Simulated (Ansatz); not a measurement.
Pulling on the O2–H3 bond in H2O2Pb (SMILES [OH][Pb][OH]) (multiplicity 1 held, fragments rigid). Energies count from the point at 0.966 Å.
Geometry at that point (charge 0, multiplicity 1):
```xyz
5

Pb     0.058    -0.142     0.224
O      1.146     1.309    -0.813
H      0.646     1.619    -1.580
O     -1.533     0.013    -1.159
H     -2.292    -0.558    -0.997
```

Restricted levels (R-, RO-) in cc, def2 and unpolarised 6-31G sets keep to the state of the molecule at rest. Unrestricted levels (U-) break spin symmetry where that is lower. Active spaces are followed from a long bond inwards. Curves can end on different states.

Correlated levels freeze the cores. Filled d and f shells under p-block atoms count as core.

Programs: Ansatz (a first-principles code) with Gaussian orbitals. Values without a source in brackets are computed. In def2 rows elements past Kr take small-core potentials, without spin–orbit coupling.

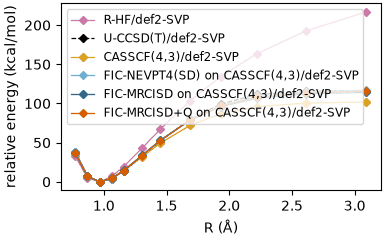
Relative energy along the coordinate

Task: Read off the R-HF/def2-SVP curve at R = 1.450.

Result: about 67 kcal/mol

Doubts at one or more of the structures used: a restricted determinant that unrestricted orbitals would lower (R-HF/def2-SVP); a spin-contaminated determinant (U-CCSD(T)/def2-SVP); T1 above 0.05 (U-CCSD(T)/def2-SVP); active orbitals that take no part (CASSCF(4,3)/def2-SVP, FIC-NEVPT4(SD) on CASSCF(4,3)/def2-SVP, FIC-MRCISD on CASSCF(4,3)/def2-SVP, FIC-MRCISD+Q on CASSCF(4,3)/def2-SVP).
